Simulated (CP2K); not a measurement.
Water dimer has these distinct O atoms: O1 (bonded to 2 H, takes 1 H bond) and O2 (bonded to 2 H, gives 1 H bond).

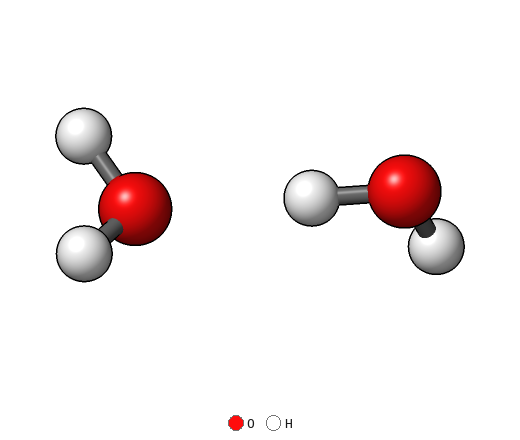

The molecule (oxygen red, hydrogen white).

```xyz
6

O    -0.4054   -1.0559   -0.0454
O     0.5236    1.6349   -0.0448
H    -1.2760   -1.3051    0.3072
H    -0.2751   -1.6371   -0.8144
H     0.2147    0.7046   -0.0367
H     1.2181    1.6586    0.6341
```

Their partial O K spectra (CP2K XAS_TDP, all-electron GAPW, PBEh(45%), aug-cc-pVTZ, TDA, GW2X-corrected core level, no relativity) are given in random order, each times the number of alike atoms.

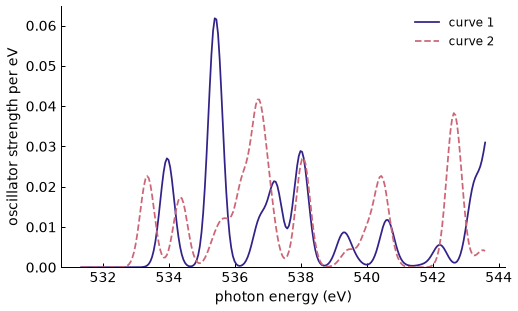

Gaussian full width 0.5 eV, oscillator strength per eV, alike atoms added, rows of zeros left out.

Q: Which curve belongs to which atom?

Curve 1: O1 (bonded to 2 H, takes 1 H bond), leading line at 533.95 eV (f = 0.014 an atom), ionisation energy 537.93 eV, term value 3.98 eV. Curve 2: O2 (bonded to 2 H, gives 1 H bond), leading line at 533.34 eV (f = 0.012 an atom), ionisation energy 536.08 eV, term value 2.74 eV. The leading line of an atom is its first one with 35 % of the strongest within 2.5 eV of its lowest line over the strength cut. A line lies at the core ionisation energy, which rises as an atom loses charge to its neighbours or to a π system, less the term value, which is large for a low π* or σ* orbital with weight on that atom.

[Banner, clock and machine lines of the logs are left out without a mark of their own.]

[Logs are printed without paths, hosts, clocks, repeated set-up lines and the standing remarks that a program may print on its own settings, such as how far it seeks lower states.]

[Hosts, paths, dates, database ids (printed as entryN), source tags and the programs' standing remarks are cut or masked in the printed files.]
